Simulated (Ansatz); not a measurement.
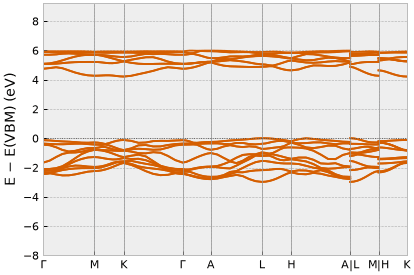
Figure: Band structure from plane-wave PAW r²SCAN with spin–orbit coupling (Ansatz code)

Problem. Read off the gap and where the band edges lie.

Solution. About 4.2 eV (4.21 eV by a search for the band edges); maximum at L, minimum at K.

The material is La₂O₃ (La2O3 or Ni2Al3 type, space group No. 164).

Space group P-3m1 (La2O3 or Ni2Al3 type). Symmetry was held in the r²SCAN relaxation; of distortions, only those at the zone centre were tested.

Potentials: the earlier of the program's two PAW sets.
